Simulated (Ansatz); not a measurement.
# LiZrBr3 (built on the sites of a database entry of CsSnBr3): phonons and vibrational spectra

Aim: the vibrations of LiZrBr3 (built on the sites of a database entry of CsSnBr3), their spectra, and whether the structure is stable.

Main program and level: Ansatz 0.2.0; DFT PBEsol, scalar-relativistic, plane waves, norm-conserving pseudopotentials.

The structure was built from a prototype and need not be the compound's stable phase.

## 1. Starting point

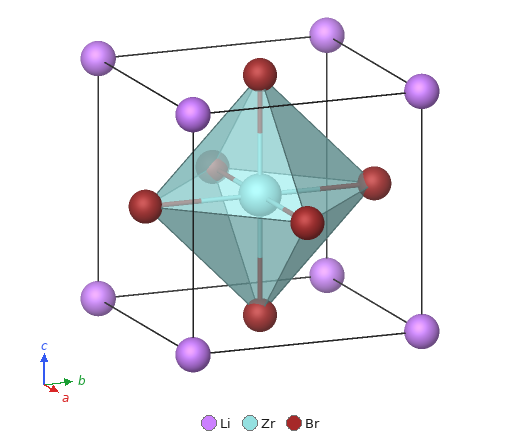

The starting structure, seen slightly off an axis (lithium purple, zirconium light teal, bromine red). Some periodic images of atoms are drawn too.

Coordinates:

```cif
data_structure
_symmetry_space_group_name_H-M 'Pm-3m'
_symmetry_Int_Tables_number 221
_cell_length_a 5.0130
_cell_length_b 5.0130
_cell_length_c 5.0130
_cell_angle_alpha 90.000
_cell_angle_beta 90.000
_cell_angle_gamma 90.000
_cell_volume 125.98
loop_
_atom_site_label
_atom_site_type_symbol
_atom_site_symmetry_multiplicity
_atom_site_Wyckoff_symbol
_atom_site_fract_x
_atom_site_fract_y
_atom_site_fract_z
_atom_site_occupancy
Li1 Li 1 a 0.00000 0.00000 0.00000 1
Zr1 Zr 1 b 0.50000 0.50000 0.50000 1
Br1 Br 3 c 0.50000 0.00000 0.50000 1
```

## 2. Coarse relaxation

The start is far from rest, so a relaxation with loose tolerances brings it close first.

The input, input.yaml:

```yaml
crystal:
  lattice:
    - [5.01297, 0.0, 0.0]
    - [0.0, 5.01297, 0.0]
    - [0.0, 0.0, 5.01297]
  atoms:
    - { symbol: Li, position: [0.0, 0.0, 0.0] }
    - { symbol: Zr, position: [0.5, 0.5, 0.5] }
    - { symbol: Br, position: [0.5, 0.0, 0.5] }
    - { symbol: Br, position: [0.5, 0.5, 0.0] }
    - { symbol: Br, position: [0.0, 0.5, 0.5] }
kpoints:
  mp_grid: { grid: [4, 4, 4] }
hamiltonian:
  xc: pbesol
  pseudopotentials: { kind: nc }
scf:
  occupations: { method: gaussian, width: 0.1 }
output:
  forces: true
  stress: true
  eigenvalues: true
relax:
  adjacent_minimum: "off"
  f_tol: 0.05
  max_steps: 80
  cell: { stress_tol: 0.5 }
```

The run is started by

```
ansatz run input.yaml --threads 4 --pin off --max-ram 14336MiB --backend cpu --events-out ev --progress --plain --runs-dir out
```

Numbers of over 12 decimals in the logs are rounded to 6 here.

The program printed:

```text
The last accepted step is kept in <dir> (removed where the run ends without a failure and the disk answers)
Engine: ansatz 0.2.0, aarch64-unknown-linux-gnu
Pseudopotentials: kind: nc
Pseudopotential: Li, nc, valence charge 3, recommended cutoff 1006.821291 eV (normal), Li.nc.azcp (PseudoDojo's, or run here from an input of PseudoDojo's: the run reads no file of this project's for it)
[...]
cell:  # Å, volume = 148.0510 Å³
    - [5.290180, 0, 0]
    - [0, 5.290180, 0]
    - [0, 0, 5.290180]
  atoms:
    - { symbol: Li, position: [0, 0, 0] }
    - { symbol: Zr, position: [0.5, 0.500000, 0.500000] }
    - { symbol: Br, position: [0.5, 0, 0.500000] }
    - { symbol: Br, position: [0.5, 0.500000, 0] }
    - { symbol: Br, position: [0, 0.500000, 0.500000] }
[key lines of the parts left out:]
SCF converged after 6 iterations
Free energy (F): -2858.716172 eV
Fermi energy:    6.380728 eV
P = ⅓ Tr σ = 0.3051 GPa (3.051 kbar)
```

Elapsed: 9.4 s, on 4 threads of Arm Neoverse V1, shared host; peak memory 0.73 GiB.

The steps of the relaxation:

| step | energy less that of the first step (eV) | largest force component (eV/Å) | pressure (GPa) | volume (Å³) |
| --- | --- | --- | --- | --- |
| 1 | 0.0000 | 0.0000 | 9.95 | 125.98 |
| 2 | -0.5971 | 0.0000 | 1.07 | 145.31 |
| 3 | -0.6083 | 0.0000 | 0.27 | 148.05 |
| 4* | -0.6109 | 0.0000 | 0.31 | 148.05 |

Relaxation steps marked * repeat the geometry before them on a plane-wave basis chosen anew for their cell, so energy and pressure can jump there.

Forces are held to the 48 operations that the run works with; a distortion that breaks them can't arise in this run.

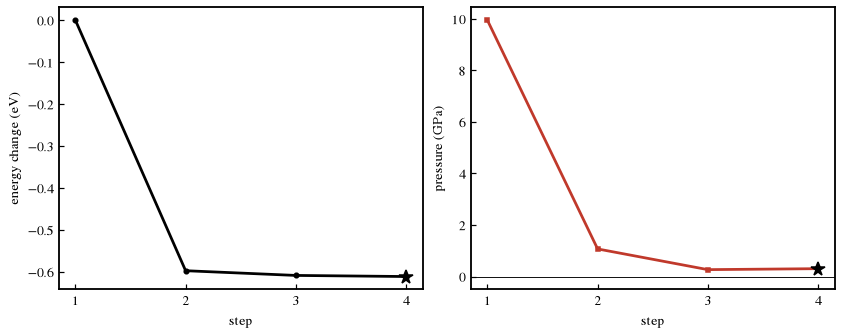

Energy and pressure along the relaxation. Stars mark steps on a basis chosen anew.

| conventional cell, symmetrised | before | after | change |
| --- | --- | --- | --- |
| a (Å) | 5.013 | 5.290 | +5.5 % |
| b (Å) | 5.013 | 5.290 | +5.5 % |
| c (Å) | 5.013 | 5.290 | +5.5 % |
| volume (Å³/atom) | 25.20 | 29.61 | +17.5 % |

Final coordinates:

```xyz
5
Lattice="5.2902 0.0000 0.0000 0.0000 5.2902 0.0000 0.0000 0.0000 5.2902" Properties=species:S:1:pos:R:3 pbc="T T T"
Li    0.0000    0.0000    0.0000
Zr    2.6451    2.6451    2.6451
Br    2.6451    0.0000    2.6451
Br    2.6451    2.6451    0.0000
Br    0.0000    2.6451    2.6451
```

This step gave:

- pressure: 0.3051 GPa
- volume per atom: 29.61 Å³
- gap on the k-mesh: 0 eV

In this step the volume went from 25.20 to 29.61 Å³/atom.

## 3. Relaxation

The cell and atoms are relaxed, since residual forces and stress would shift the frequencies.

Changes to input.yaml since step 2:

```diff
@@ -2,5 +2,5 @@
   lattice:
-    - [5.01297, 0.0, 0.0]
-    - [0.0, 5.01297, 0.0]
-    - [0.0, 0.0, 5.01297]
+    - [5.2901796668, 0.0, 0.0]
+    - [0.0, 5.2901796668, 0.0]
+    - [0.0, 0.0, 5.2901796668]
   atoms:
@@ -12,3 +12,3 @@
 kpoints:
-  mp_grid: { grid: [4, 4, 4] }
+  mp_grid: { grid: [8, 8, 8] }
 hamiltonian:
@@ -22,6 +22,10 @@
   eigenvalues: true
+  write_density: true
+  write_potential: true
+  elf: true
+  volumetric_format: npy
 relax:
   adjacent_minimum: "off"
-  f_tol: 0.05
+  f_tol: 0.005
   max_steps: 80
-  cell: { stress_tol: 0.5 }
+  cell: { stress_tol: 0.05 }
```

The program printed:

```text
[...]
Crystal: 5 atoms, lattice volume = 148.051 Å³
Basis set: ecut = 1006.821291 eV, 10827 PW (Γ), exchange–correlation on 120×120×120 points (8 copies of the dense FFT grid, shifted against one another)
Bands: 23, of which v1, the nominal top of the filled ones, is band 18 counted from 1 (17 counted from 0)
Symmetry: 48 space group operations
[...]
k-points: 35 of 512
[...]
SCF iter   1: F=—  HF=-2863.039430 eV  |F-HF|=—  |Δ(HF+E_count)|=         —  Δρ=6.32e-2  dr2=1.75e1  ethr=3.10e-3  ⟨swp⟩=6.3  Hψ=4016  notcnv=0
[...]
SCF iter  12: F=-2858.830510 eV  HF=-2858.830510 eV  |F-HF|=8.43e-10  |Δ(HF+E_count)|=   7.44e-9  Δρ=7.58e-7  dr2=2.68e-9  ethr=2.78e-10  ⟨swp⟩=14.7  Hψ=6947  notcnv=0
SCF 1 converged in 12 iterations: F = -2858.830510 eV  dr2 = 2.68e-9
relax step   1: F+E_penalty+E_count = -2858.83050958 eV  Δ(F+E_penalty+E_count) = +0.000e0 eV  max|allowed force component| = 9.925e-29 eV/Å  Δτ_max = 0.0000 Å  P = -0.026 GPa  Ω = 148.051 Å³  (12 SCF iters, dr2 threshold 1.00e-7 eV, accepted)
[...]
SCF iter   1: F=—  HF=-2858.830575 eV  |F-HF|=—  |Δ(HF+E_count)|=         —  Δρ=1.75e-6  dr2=5.79e-9  ethr=4.13e-7  ⟨swp⟩=4.5  Hψ=7143  notcnv=0
eigensolver tolerance schedule: the retry pair's looser diagonalisation over-reported the residual by 25715.58 of it (diagonalisation noise at an unbounded share of the residual, at the tolerance the schedule requests for it); recorded, not acted on — ethr = c·dr2/N_el stays at c = 1.0e-1
[...]
SCF iter   2: F=—  HF=-2858.830510 eV  |F-HF|=—  |Δ(HF+E_count)|=   6.49e-5  Δρ=1.57e-6  dr2=1.89e-9  ethr=1.61e-11  ⟨swp⟩=4.3  Hψ=2603  notcnv=0
[...]
SCF iter   4: F=-2858.830510 eV  HF=-2858.830510 eV  |F-HF|=3.27e-11  |Δ(HF+E_count)|=  3.50e-11  Δρ=9.69e-8  dr2=4.35e-11  ethr=1.00e-12  ⟨swp⟩=9.4  Hψ=5178  notcnv=0
SCF 2 converged in 4 iterations: F = -2858.830510 eV  dr2 = 4.35e-11
relax step   2: F+E_penalty+E_count = -2858.83050958 eV  Δ(F+E_penalty+E_count) = -6.908e-10 eV  max|allowed force component| = 1.262e-29 eV/Å  Δτ_max = 0.0000 Å  P = -0.026 GPa  Ω = 148.051 Å³  stress off target by 2.62e-2 GPa  SCF on the basis re-selected at this cell (its energy is not comparable with the rows above)  (4 SCF iters)
[...]
SCF converged after 4 iterations
Free energy (F): -2858.830510 eV
[...]
Internal energy: -2858.817307 eV  (E = F + TS)
E sigma→0 (E₀):  -2858.823908 eV
Entropy (-TS):   -0.013203 eV (-2.641 meV/atom)
Fermi energy:    6.385193 eV
[...]
--- Stress (GPa, compression-positive) ---
       -0.026191       0.000000       0.000000
        0.000000      -0.026191       0.000000
        0.000000       0.000000      -0.026191
  P = ⅓ Tr σ = -0.0262 GPa (-0.262 kbar)
--- Band table (eV; the first three rows and the last of 35) ---
  k-point 0: bands = [... 14 lower, 2.1158, 2.1158, 2.1158, 5.4385, 5.4385, 5.4385, 5.7880, 7.1120, ... 1 higher]
  k-point 1: bands = [... 14 lower, 1.8209, 2.0684, 2.0684, 5.4471, 5.6645, 5.6645, 5.9656, 7.1132, ... 1 higher]
  k-point 2: bands = [... 14 lower, 1.6631, 2.0259, 2.0259, 5.4680, 6.2076, 6.2076, 6.4023, 7.1161, ... 1 higher]
  k-point 34: bands = [... 14 lower, 2.6189, 2.6189, 2.6189, 6.4814, 7.7568, 7.7568, 7.7568, 9.7442, ... 1 higher]
--- Relaxed structure (1 steps of the walk, 1 accepted, 1 SCFs on fresh bases) ---
[...]
cell:  # Å, volume = 148.0510 Å³
    - [5.2901796668, 0.0, 0.0]
    - [0.0, 5.2901796668, 0.0]
    - [0.0, 0.0, 5.2901796668]
  atoms:
    - { symbol: Li, position: [0.0, 0.0, 0.0] }
    - { symbol: Zr, position: [0.5, 0.5, 0.5] }
    - { symbol: Br, position: [0.5, 0.0, 0.5] }
    - { symbol: Br, position: [0.5, 0.5, 0.0] }
    - { symbol: Br, position: [0.0, 0.5, 0.5] }
```

It took 18 s on 4 threads; peak memory 0.89 GiB; 72 s of CPU time.

Little changed from the start: no atom moved by 0.005 Å and no cell edge by 0.1 %.

This step gave:

* pressure: -0.02619 GPa

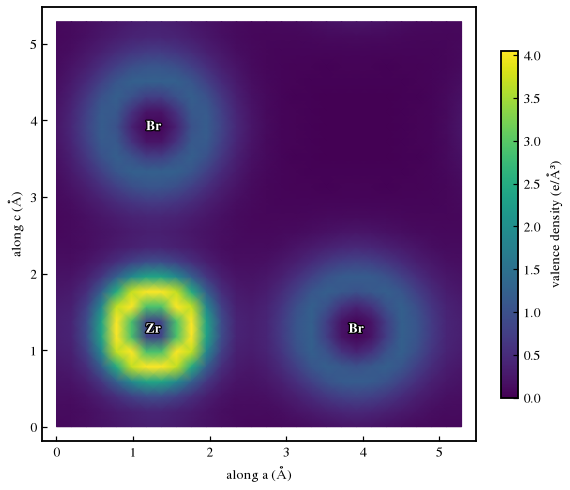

Valence density in the ac plane at fractional y = 0.500, with atoms of Zr and Br within 0.2 Å of it. It is the smooth field of the valence electrons, not physical close to the nuclei. The map starts off the cell's origin, so that atoms lie inside it.

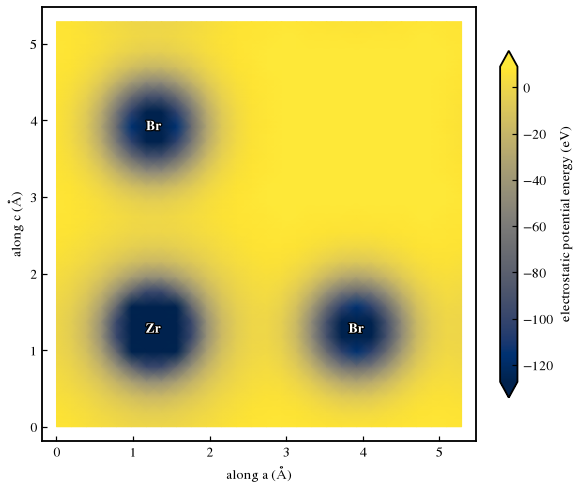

Electrostatic potential energy in the ac plane at fractional y = 0.500, with atoms of Zr and Br within 0.2 Å of it. With pseudopotentials it is smooth inside the atoms' cores, unlike the true potential. The map starts off the cell's origin, so that atoms lie inside it.

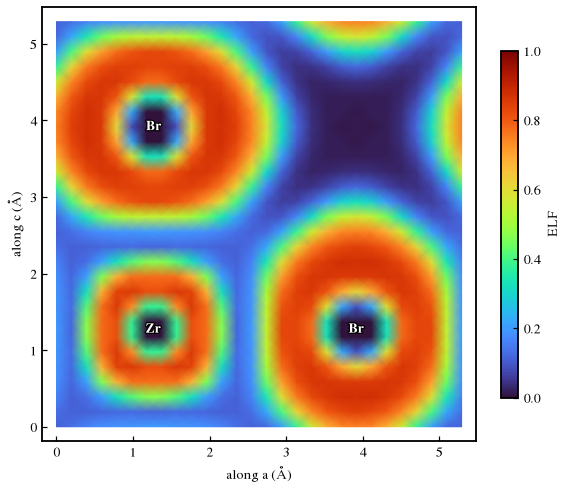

ELF in the ac plane at fractional y = 0.500, with atoms of Zr and Br within 0.2 Å of it. It is the smooth field of the valence electrons, not physical close to the nuclei. The map starts off the cell's origin, so that atoms lie inside it.

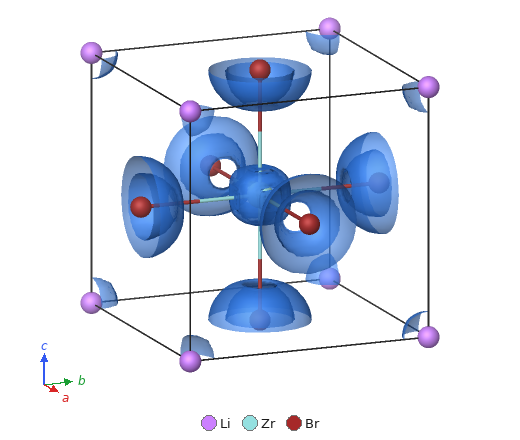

Surface of ELF = 0.85.

In this step the volume went from 29.61 to 29.61 Å³/atom.

## 4. Relaxing to small forces for the phonons

Phonons need a cell at rest on their own settings, so the relaxation is repeated with tight tolerances on forces and stress, using the mesh and the filling of the phonon run that follows.

input.yaml, the sections that differ from step 3:

```yaml
scf:
  occupations: { method: methfessel_paxton, width: 0.2 }
output:
  forces: true
  stress: true
  eigenvalues: true
relax:
  adjacent_minimum: "off"
  f_tol: 0.001
  max_steps: 60
  cell: { stress_tol: 0.01 }
# crystal, kpoints, hamiltonian: as in step 3
```

The program printed:

```text
[...]
Crystal: 5 atoms, lattice volume = 148.051 Å³
Basis set: ecut = 1006.821291 eV, 10827 PW (Γ), exchange–correlation on 120×120×120 points (8 copies of the dense FFT grid, shifted against one another)
Bands: 23, of which v1, the nominal top of the filled ones, is band 18 counted from 1 (17 counted from 0)
Symmetry: 48 space group operations
[...]
k-points: 35 of 512
[...]
--- Relaxed structure (2 steps of the walk, 2 accepted, 1 SCFs on fresh bases) ---
[...]
cell:  # Å, volume = 147.8760 Å³
    - [5.288094, 0, 0]
    - [0, 5.288094, 0.0]
    - [0, 0.0, 5.288094]
  atoms:
    - { symbol: Li, position: [0, 0, 0] }
    - { symbol: Zr, position: [0.5, 0.5, 0.5] }
    - { symbol: Br, position: [0.5, 0, 0.5] }
    - { symbol: Br, position: [0.5, 0.5, 0] }
    - { symbol: Br, position: [0, 0.5, 0.5] }
[key lines of the parts left out:]
SCF converged after 5 iterations
Free energy (F): -2858.822464 eV
Fermi energy:    6.405807 eV
P = ⅓ Tr σ = 0.0090 GPa (0.090 kbar)
```

It took 25 s on 4 threads; peak memory 0.89 GiB; 97 s of CPU time.

Little changed from the start: no atom moved by 0.005 Å and no cell edge by 0.1 %.

Numbers from this step:

* pressure: 0.008991 GPa
* volume per atom: 29.58 Å³

The forces vanish by symmetry and the pressure is 0.009 GPa, within the tolerances set. The cell now holds 29.58 Å³/atom.

## 5. Linear response at the zone centre

The zone centre comes first: it holds the modes that light can see, as far as symmetry allows. No field response is asked, since the mesh shows no gap.

input.yaml, the sections that differ from step 4:

```yaml
crystal:
  lattice:
    - [5.2880942881, 0.0, 0.0]
    - [0.0, 5.2880942881, 0.0]
    - [0.0, 0.0, 5.2880942881]
  atoms:
    - { symbol: Li, position: [0.0, 0.0, 0.0] }
    - { symbol: Zr, position: [0.5, 0.5, 0.5] }
    - { symbol: Br, position: [0.5, 0.0, 0.5] }
    - { symbol: Br, position: [0.5, 0.5, 0.0] }
    - { symbol: Br, position: [0.0, 0.5, 0.5] }
output:
  eigenvalues: true
phonons:
  method: dfpt
# kpoints, hamiltonian, scf: as in step 4
# relax: removed
```

The program printed:

```text
zone centre: on kpoints.mp_grid the ground state, and the responses unless they are solved on pairs of k-points, stand on 125 of the mesh's 512 k-points, reduced under 8 symmetry operations, with k and −k counted as one. Each operation leaves every solved displacement unchanged or reverses it
[...]
Crystal: 5 atoms, lattice volume = 147.876 Å³
Basis set: ecut = 1006.821291 eV, 10827 PW (Γ), exchange–correlation on 120×120×120 points (8 copies of the dense FFT grid, shifted against one another)
Bands: 23, of which v1, the nominal top of the filled ones, is band 18 counted from 1 (17 counted from 0)
Symmetry: 48 space group operations
k-points: 125 of 512 (irreducible under 8 space group operations)
[...]
SCF iter   1: F=—  HF=-2863.032811 eV  |F-HF|=—  |Δ(HF+E_count)|=         —  Δρ=6.32e-2  dr2=1.75e1  ethr=3.10e-3  ⟨swp⟩=6.3  Hψ=14066  notcnv=0
[...]
SCF iter   2: F=—  HF=-2859.622293 eV  |F-HF|=—  |Δ(HF+E_count)|=    3.41e0  S|Δr|=    0.00e0  Δρ=1.82e-2  dr2=2.36e0  ethr=3.10e-3  ⟨swp⟩=7.4  Hψ=25938  notcnv=0
automatic band count: the SCF goes on with 28 bands, as 23 were too few: they end inside the smearing window of the response
[...]
SCF iter   3: F=—  HF=-2858.968033 eV  |F-HF|=—  |Δ(HF+E_count)|=   6.54e-1  S|Δr|=    0.00e0  Δρ=7.80e-3  dr2=5.12e-1  ethr=3.10e-3  ⟨swp⟩=3.0  Hψ=6165  notcnv=0  defer=237
[...]
SCF iter  12: F=-2858.822464 eV  HF=-2858.822464 eV  |F-HF|=1.36e-12  |Δ(HF+E_count)|=  6.96e-11  S|Δr|=    0.00e0  Δρ=7.24e-8  dr2=4.88e-12  ethr=1.00e-12  ⟨swp⟩=14.6  Hψ=25433  notcnv=0
SCF 1 converged in 12 iterations: F = -2858.822464 eV  dr2 = 4.88e-12
DFPT response loops at Γ: preconditioner auto → Kerker (q_TF=auto, 2.156 Å⁻¹) (partly filled bands, converged f_vac=0.072); β = 1.00, the filter's whole step (`scf.mixing.beta` (0.50) is not read by the response loops under this deck's `scf.mixing.preconditioner`; to damp them name `kerker` or `kerker_dos`, under which they read `scf.mixing.beta`, and type it under 1.00, their step now; both keys bind the ground state too); Broyden in place of MSR1
SCF converged after 12 iterations
[...]
Free energy (F): -2858.822464 eV
[...]
Internal energy: -2858.825209 eV  (E = F + TS)
E sigma→0 (E₀):  -2858.823150 eV
Entropy (-TS):   0.002745 eV (0.549 meV/atom)
Fermi energy:    6.405807 eV
[...]
--- Band table (eV; the first three rows and the last of 125) ---
  k-point 0: bands = [... 14 lower, 2.1258, 2.1258, 2.1258, 5.4461, 5.4461, 5.4461, 5.7986, 7.1238, ... 6 higher]
  k-point 1: bands = [... 14 lower, 1.8303, 2.0783, 2.0783, 5.4547, 5.6727, 5.6727, 5.9764, 7.1250, ... 6 higher]
  k-point 2: bands = [... 14 lower, 1.6714, 2.0357, 2.0357, 5.4757, 6.2170, 6.2170, 6.4135, 7.1279, ... 6 higher]
  k-point 124: bands = [... 14 lower, 2.6293, 2.6293, 2.6293, 6.4908, 7.7688, 7.7688, 7.7688, 9.7569, ... 6 higher]
--- Phonons (Γ-DFPT): 4 representative perturbations + reference, on 125 of 512 k-points (Σ response iterations 15) ---
  k mesh reduced under 8 symmetry operations, with k and −k counted as one. Each operation leaves every solved displacement unchanged or reverses it
  ASR residual: 3.054e-4 → 0.000e0 eV/Å²; symmetrization residual: 4.735e-7 eV/Å²
  ASR residual per site (eV/Å²): 2.77e-6 3.05e-4 5.27e-5 5.27e-5 5.27e-5
  Γ frequencies (cm⁻¹): -154.02 -154.02 -154.02 0.00 0.00 0.00 39.02 39.02 39.02 86.04 86.04 86.04 253.80 253.80 253.80
  non-analytic LO–TO correction: not included (Born effective charges unavailable; polar crystals: no LO–TO splitting at Γ)
```

Run time: 3.3 min. Hardware: 4 threads; peak memory 4.7 GiB.

Numbers from this step:

* sum-rule residual before enforcement: 3.05e-4 eV/Å²
* point group: m-3m
* highest optical mode at the zone centre (no LO-TO term): 253.8 cm⁻¹
* lowest optical zone-centre mode: -154.0 cm⁻¹

Patterns of degenerate modes are one choice out of their space. Modes at Γ, with each element's share of the kinetic energy (negative means imaginary):

| mode | frequency (cm⁻¹) | symmetry | Li % | Zr % | Br % |
| --- | --- | --- | --- | --- | --- |
| 1 | -154.0 | T1u | 97 | 0 | 3 |
| 2 | -154.0 | T1u | 97 | 0 | 3 |
| 3 | -154.0 | T1u | 97 | 0 | 3 |
| 4 | 0.0 | acoustic | 2 | 27 | 71 |
| 5 | 0.0 | acoustic | 2 | 27 | 71 |
| 6 | 0.0 | acoustic | 2 | 27 | 71 |
| 7 | 39.0 | T2u | 0 | 0 | 100 |
| 8 | 39.0 | T2u | 0 | 0 | 100 |
| 9 | 39.0 | T2u | 0 | 0 | 100 |
| 10 | 86.0 | T1u | 1 | 28 | 71 |
| 11 | 86.0 | T1u | 1 | 28 | 71 |
| 12 | 86.0 | T1u | 1 | 28 | 71 |
| 13 | 253.8 | T1u | 0 | 45 | 55 |
| 14 | 253.8 | T1u | 0 | 45 | 55 |
| 15 | 253.8 | T1u | 0 | 45 | 55 |

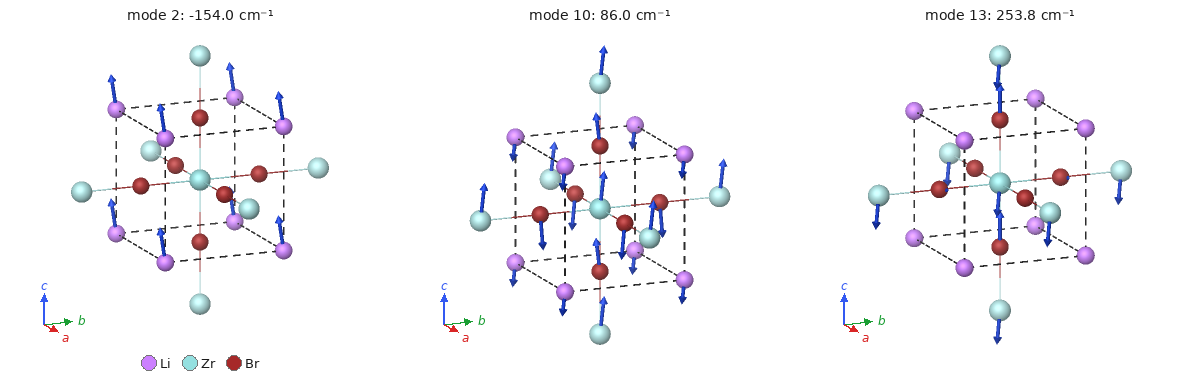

Displacement patterns of modes 2, 10 and 13 at Γ; arrows are exaggerated. Some periodic images of atoms are drawn too.

Before it was imposed, the acoustic sum rule was missed by 3.1e-4 eV/Å². Small misses are needed for a sound result but don't prove that mesh and cutoff are converged. The lowest optical mode is imaginary, 154.0i cm⁻¹, so the energy falls along it.

(Continued in part 2 of 2.)

[Logs are printed without paths, hosts, clocks, repeated set-up lines and the standing remarks that a program may print on its own settings, such as how far it seeks lower states.]

[Hosts, paths, dates, database ids (printed as entryN), source tags and the programs' standing remarks are cut or masked in the printed files.]
